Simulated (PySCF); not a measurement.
# WO2(OH)2: singlet, from a see-saw (ligand arrangement 1) start

Where does singlet WO2(OH)2 go from a see-saw (ligand arrangement 1) start, is the end point a minimum, and what are its modes, charges and moments?

Computed with PySCF 2.14.0. Level: PBE, basis W def2-SVP with ECP60, O def2-SVP, H def2-SVP, scalar-relativistic core potentials, no spin–orbit coupling, density fitting.

## Step 1: The starting structure

7 atoms, charge 0, spin multiplicity 1.

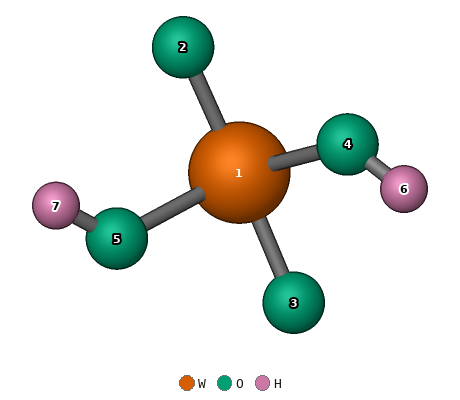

Start geometry, drawn with tungsten orange, oxygen teal, hydrogen pink; atoms are numbered from 1 in the order of the file.

Coordinates in bohr (charge 0 multiplicity 1):
```
W     0.0000    0.0000   -0.3597
O     0.0000    3.3322   -0.0681
O     0.0000   -3.3322   -0.0681
O     2.9782    0.0000    1.9671
O    -2.9782    0.0000    1.9671
H     3.8972   -1.3897    2.6851
H    -3.8972    1.3897    2.6851
```

## Step 2: Relaxing the singlet from the see-saw (ligand arrangement 1) start

The steps below are one call of a driver around PySCF. For each, scf.py gives the equivalent set-up of the SCF; relaxations use the driver's own optimiser. Before each start the driver seeks the lowest SCF state from one or more starting densities and follows internal instabilities, so scf.py alone need not reach the same state.

The program finds C2 symmetry in the start, which this walk keeps. Threshold on the gradient: 0.0003 Eh/bohr, with a further test on the energy change.

The input, scf.py:

```python
from pyscf import gto, scf, dft
mol = gto.M(atom='''
W      0.000000     0.000000    -0.190332
O      0.000000     1.763300    -0.036032
O     -0.000000    -1.763300    -0.036032
O      1.576000    -0.000000     1.040968
O     -1.576000     0.000000     1.040968
H      2.062300    -0.735400     1.420868
H     -2.062300     0.735400     1.420868''',
    basis={'W': 'def2-SVP', 'O': 'def2-SVP', 'H': 'def2-SVP'},
    ecp={'W': 'def2-SVP'},
    charge=0, spin=0)
mf = dft.RKS(mol, xc='PBE')
mf.grids.atom_grid = (50, 194)
aux = {'W': 'def2-universal-JKFIT', 'O': 'def2-universal-JKFIT', 'H': 'def2-universal-JKFIT'}
mf = mf.density_fit(auxbasis=aux)
mf.kernel()
```

The runs that follow: Is it a minimum? Harmonic modes.

Before running it: what results should come out? Wanted: minimum; geometry; wavenumbers; dipole moment; highest occupied, lowest empty level; polar-tensor charge of W1; zero-point energy; atomisation energy.

The runs gave:

| quantity | value |
| --- | --- |
| minimum | singlet, C2 |
| geometry | O–H 0.975 Å (×2), W–O 1.727 Å (×2), W–O 1.902 Å (×2); H–O–W 125.2° (×2), O–W–O 108.0°, O–W–O 108.6° (×2), O–W–O 109.8° (×2), O–W–O 112.1° |
| wavenumbers (cm⁻¹) | 173 (a), 198 (a), 202 (b), 236 (b), 249 (a), 264 (b), 349 (a), 557 (b), 564 (a), 712 (a), 723 (b), 962 (b), 991 (a), 3753 (b), 3757 (a) |
| dipole moment | 2.92 D |
| highest occupied, lowest empty level | -7.17, -2.43 eV |
| polar-tensor charge of W1 | +2.13 e |
| zero-point energy | 81.9 kJ/mol |
| entropy at 298.15 K | 345.1 J/(mol K) |
| atomisation energy (no zero-point energy) | 3444 kJ/mol |

The see-saw (ligand arrangement 1) start keeps its C2 symmetry and ends in a minimum. The strongest infrared band lies at 3753 cm⁻¹ (b). Other starts or spin states, not run here, may lie lower. Whether spin polarisation would lower the closed shell was not checked. Spin–orbit coupling, left out here, can matter for elements this heavy.
